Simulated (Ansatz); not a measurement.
# CH6OSSi: rigid scan of one bond length from a Python script

How does the energy of CH6OSSi change as one bond is stretched? A script is to give a rigid scan of one bond length; the system is CH6OSSi. SMILES: OC[SiH2]S.

Computed with Ansatz 0.2.0, driven from Python. Level of theory: Hartree-Fock/def2-SVP.

### Step 1. The structure

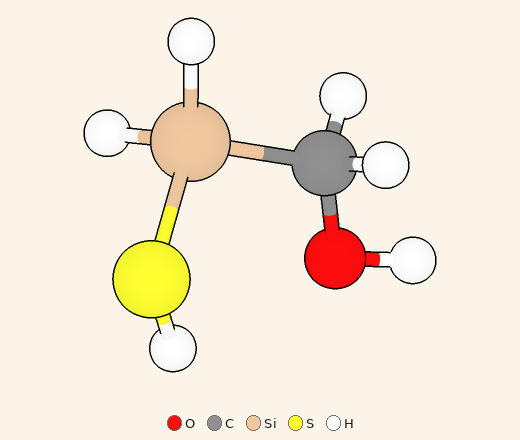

The starting structure, viewed from a chosen angle; oxygen red, carbon grey, silicon light orange, sulfur yellow, hydrogen white.

The script holds or builds the structure itself.

### Step 2. The script

Contents of ch6ossi_scan.py:

```python
from dataclasses import dataclass
import warnings

import ansatz as az
import matplotlib.pyplot as plt
import numpy as np


@dataclass(frozen=True)
class RunConfig:
    basis_set: str = "def2-SVP"
    xc: str = "hf"


settings = RunConfig()

warnings.simplefilter("ignore", az.DeckWarning)

mol = (
    az.Crystal.molecule()
    .atom("O", (-0.7899, 0.8751, -1.1901))
    .atom("C", (-0.5875, 0.6828, 0.1896))
    .atom("Si", (0.257, -0.9106, 0.6304))
    .atom("S", (2.2391, -0.9863, -0.4048))
    .atom("H", (-1.2543, 1.7893, -1.2933))
    .atom("H", (0.0116, 1.5449, 0.5547))
    .atom("H", (-1.5229, 0.7189, 0.7092))
    .atom("H", (-0.4811, -2.0789, 0.2487))
    .atom("H", (0.559, -0.9485, 2.1474))
    .atom("H", (1.652, -0.7379, -1.5889))
)

symbols = [site.symbol for site in mol.cartesian_sites]
start = np.array([site.position_ang for site in mol.cartesian_sites])
axis = (start[2] - start[1]) / np.linalg.norm(start[2] - start[1])
moving = [2, 3, 7, 8, 9]
lengths, energies = [1.58, 1.71, 1.86, 2.04, 2.32, 2.78, 3.34, 4.08], []
for length in lengths:
    xyz = start.copy()
    xyz[moving] += (length - np.linalg.norm(start[2] - start[1])) * axis
    point = az.Crystal.molecule()
    for symbol, place in zip(symbols, xyz):
        point = point.atom(symbol, place.tolist())
    model = (
        point.calculation()
        .basis(gaussian=settings.basis_set)
        .functional(settings.xc)
        .spin("collinear")
    )
    rep = model.run(threads=1, backend="cpu").report
    energies.append(rep["free_energy_ev"])
    print(f"r = {length:6.3f} A  E = {energies[-1]:.5f} eV  <S^2> = {abs(rep['mean_field']['state']['spin_squared']):.3f}")

print("energy above the lowest point (eV):", [round(e - min(energies), 3) for e in energies])
plt.figure(figsize=(4.5, 3))
plt.plot(lengths, np.array(energies) - min(energies), "o-")
plt.xlabel("bond length (A)")
plt.ylabel("E - E(min) (eV)")
plt.tight_layout()
plt.savefig("scan.png", dpi=100)
```

### Step 3. What the engine is handed

The engine receives this input (first run):

```yaml
crystal:
  periodic: [false, false, false]
  atoms:
    - { symbol: O, position_ang: [-0.7899, 0.8751, -1.1901] }
    - { symbol: C, position_ang: [-0.5875, 0.6828, 0.1896] }
    - { symbol: Si, position_ang: [0.13124256907608772, -0.6733212665078012, 0.564758939548537] }
    - { symbol: S, position_ang: [2.113342569076088, -0.7490212665078013, -0.470441060451463] }
    - { symbol: H, position_ang: [-1.2543, 1.7893, -1.2933] }
    - { symbol: H, position_ang: [0.0116, 1.5449, 0.5547] }
    - { symbol: H, position_ang: [-1.5229, 0.7189, 0.7092] }
    - { symbol: H, position_ang: [-0.6068574309239123, -1.8416212665078013, 0.18305893954853697] }
    - { symbol: H, position_ang: [0.43324256907608777, -0.7112212665078013, 2.081758939548537] }
    - { symbol: H, position_ang: [1.5262425690760877, -0.5006212665078014, -1.654541060451463] }
basis:
  gaussian:
    orbitals: def2-SVP
hamiltonian:
  xc: hf
magnetization:
  spin_polarized: true
```

### Step 4. The run

The run is started by

```bash
$ python ch6ossi_scan.py
```

**Question.** What results will this script give? Wanted: range of energy; lowest point, distance.

**Answer**, as computed:

| quantity | value |
| --- | --- |
| runs compared | 8 |
| range of energy | 3.052 eV |
| lowest point, distance (Å) | 1.86 |

In words: The lowest point, at 1.86, lies inside the range. The ends stand 1.51 and 3.05 eV above it. The distance scanned is the script's pair 1, 2. <S²> moves from 0.00 to 0.99: along the scan the mean field breaks spin symmetry. What to keep in mind:
- The rest of the molecule is held rigid at a force-field or estimated start geometry, and the basis set is modest; single-reference methods fail as a bond breaks.
